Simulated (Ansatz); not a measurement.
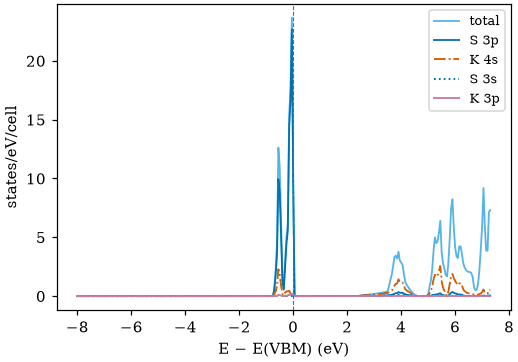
*Total and projected density of states of K2S (anti-fluorite, Fm-3m), PBE (plane waves, PAW; program Ansatz)*

**Question.** Which orbitals carry the states next to the gap?

**Answer.** Top 1 eV of the valence band: S 3p 89 %, K 4s 7 %. Bottom 1 eV of the conduction band: K 4s 70 %, S 3s 14 %, S 3p 10 %. Projections are on Löwdin-orthogonalised atomic valence shells; empty p or d shells of many metals are not among them.

The cell was relaxed with PBE under the symmetry of its start; phonons on a q-mesh show no instability.

Potentials: the later of the program's two PAW sets.
